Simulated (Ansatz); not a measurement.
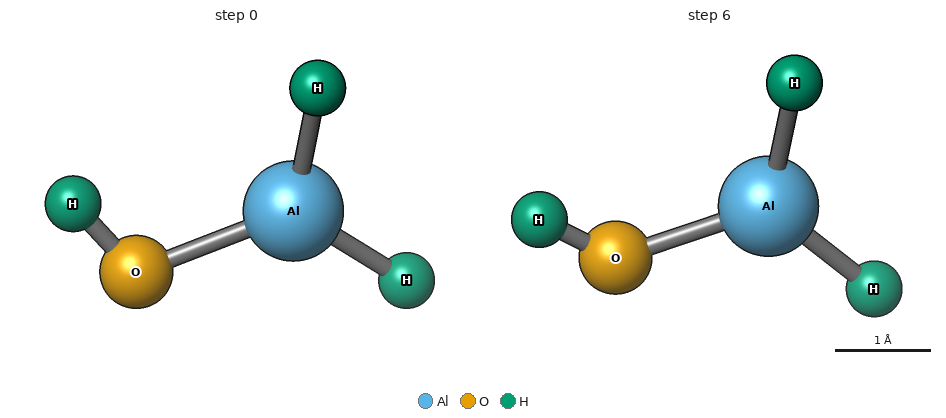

The structure of AlH₃O before (left) and after (right) a relaxation, at one scale.

A ball-and-stick model, seen at a tilt.

The run prepares the start of a later molecular dynamics calculation, from a guessed geometry.

Level of theory: Ansatz, RKS CAM-B3LYP-D4/def2-SVPD. Settings: no spin polarisation; force threshold 0.02 eV/Å; at most 40 steps.

Q: Describe what moved and what it gained.

A: The energy falls by 16.5 kJ/mol in 5 accepted moves (6 points after the start). The largest force component goes from 2.1 to 0.0061 eV/Å. The line search rejected the trial step at point 1 of the run. The largest move after the best rigid fit is that of an H atom, 0.18 Å. By element the largest moves are H 0.18 Å, O 0.17 Å, Al 0.06 Å. Some distances before and after: Al–O 1.780 → 1.714 Å, H–O 1.010 → 0.958 Å, Al–H 1.560 → 1.577 Å. Bond angles that change, for instance: Al–O–H 109.5° → 127.3°, H–Al–H 120.0° → 124.7°, O–Al–H 120.0° → 115.6°.
